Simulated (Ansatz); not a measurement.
# As (A7 type, space group R-3m), energy over volume and axial ratio

As (A7 type, space group R-3m)

```xyz
2
Lattice="1.8920 1.0924 3.3688 -1.8920 1.0924 3.3688 0.0000 -2.1847 3.3688" Properties=species:S:1:pos:R:3 pbc="T T T"
As     0.0000     0.0000     2.3277
As     0.0000     0.0000     7.7788
```

The relaxed cell is deformed in two ways at once: its volume V is scaled, and at that volume it is stretched along z (the c axis of the conventional cell) so that c/a changes. Fractional atomic positions are held.

These are PBE-D3(BJ) (plane waves to 420 eV, PAW, scalar-relativistic; Ansatz, a first-principles code) values and carry that method's errors. k mesh 11×11×11 (Γ-centred), Fermi-Dirac smearing 0.05 eV. The energy includes the smearing's −TS. As the atoms are clamped, bonds stretch with the cell, which overstates energies and stresses. With partly filled bands, the response to shear is sensitive to the k mesh, so small differences along c/a are uncertain. As was relaxed with its symmetry unable to fall. The PAW data are Ansatz's earlier set. The zero of ΔE is the relaxed starting cell.

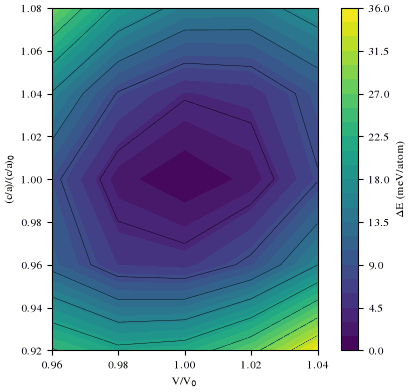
Fig. 1. ΔE (meV/atom) over the 5×5 grid of computed points.

Lowest place on the grid: V/V₀ = 1.000, (c/a)/(c/a)₀ = 1.000 (0 meV/atom). Highest place on the grid: V/V₀ = 1.040, (c/a)/(c/a)₀ = 0.920 (35 meV/atom).

(A scan under strain: stresses follow from slopes of the energy per volume, elastic moduli from its curvatures.)
